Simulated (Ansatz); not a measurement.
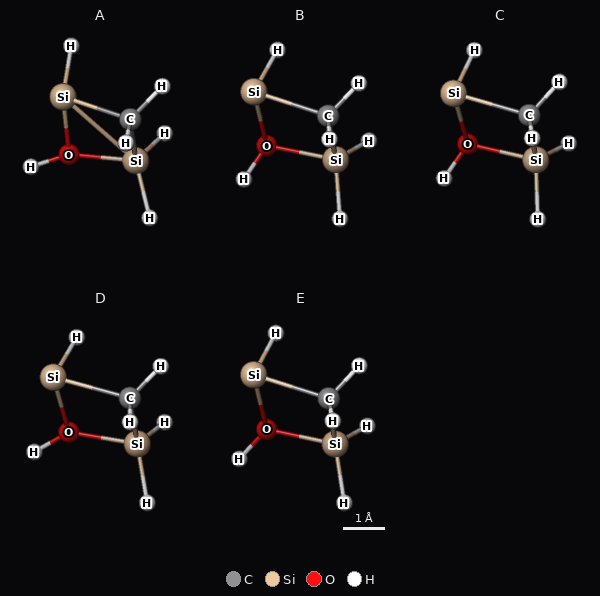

5 geometries from one relaxation of CH₆OSi₂, in shuffled order. The picture is a ball-and-stick view, seen at a tilt.

The run prepares an end point of a later path (hydrogen shift) calculation, from a guessed geometry.

Computed with RKS r2SCAN-D4/STO-3G in Ansatz. (no spin polarisation; force threshold 0.02 eV/Å; at most 50 steps)

> Put them in the order of the run, from the start to the converged end.

A, D, E, C, B. They are steps 0, 2, 4, 6, 14, at +69.5 kcal/mol, +11.1 kcal/mol, +3.10 kcal/mol, +0.64 kcal/mol relative to the last. An H atom moves most after the best rigid fit: 0.44 Å. Largest moves by element: H 0.44 Å, O 0.38 Å, Si 0.38 Å, C 0.10 Å. Among the contacts that change: O–Si 1.667 → 1.990 Å, Si–Si 2.469 → 2.768 Å, O–Si 1.642 → 1.789 Å, C–Si 1.913 → 1.980 Å. Bond angles that change, for instance: Si–O–H 157.1° → 107.8°, O–Si–H 112.9° → 86.4°, C–Si–H 110.9° → 90.8°. Over 12 accepted moves (14 points after the start) the energy falls by 69.5 kcal/mol. Largest force component: 9.8 eV/Å at the start, 0.015 eV/Å at the end. The line search rejected the trial steps at points 8, 13 of the run. Cost: 55 s on 1 thread of Arm Neoverse V1 (shared host), peak memory 0.14 GiB.

Limits of the set-up: STO-3G is a minimal basis, so the numbers are rough.
